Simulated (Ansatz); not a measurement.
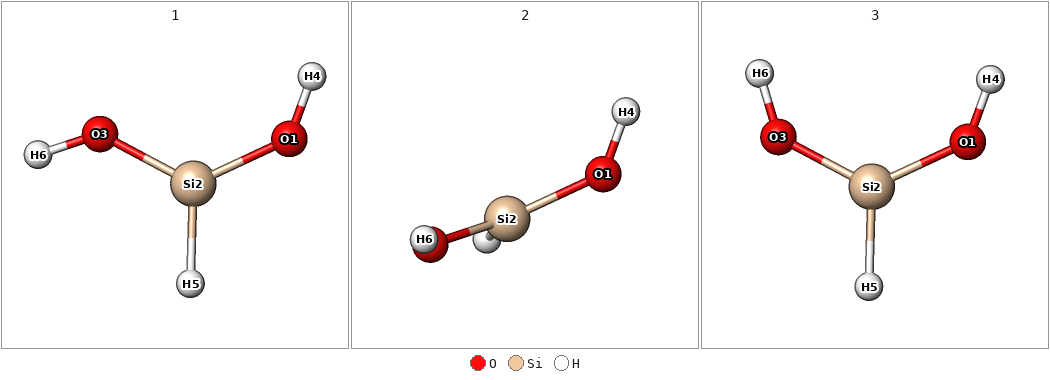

H₃O₂Si, SMILES O[SiH+]O, charge +1. 
- Coordinates scanned: (1) dihedral H4–O1–Si2–O3; (2) dihedral O1–Si2–O3–H6.
- Nothing is relaxed (all other coordinates rigid).
- The scan uses a 12 × 12 grid; 43 points were computed and 101 follow by symmetry.
- Energies: eV, counted from the lowest grid point.
- These are results of RKS B3LYP-D4/def2-TZVP in Ansatz, not measurements.

The numbered pictures are structures from this grid.

Q: Rank them by energy, lowest first.

A: 3, at dihedral H4–O1–Si2–O3 = 0°, dihedral O1–Si2–O3–H6 = 0°: 0.000 eV; 1, at dihedral H4–O1–Si2–O3 = 0°, dihedral O1–Si2–O3–H6 = −180°: 0.070 eV; 2, at dihedral H4–O1–Si2–O3 = −90°, dihedral O1–Si2–O3–H6 = 0°: 0.174 eV.

The map, with the structures marked:

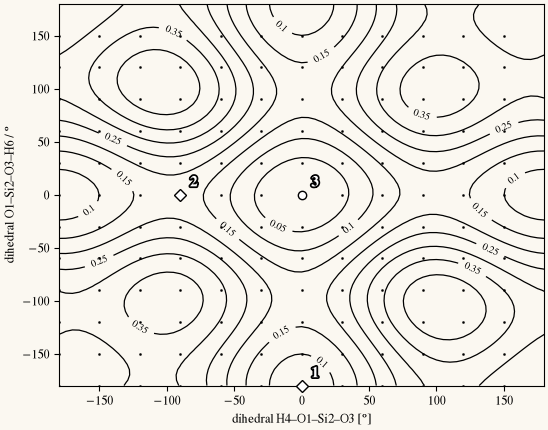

The picture shows contour lines labelled in eV, dots at the grid points. Between grid points the surface is interpolated.
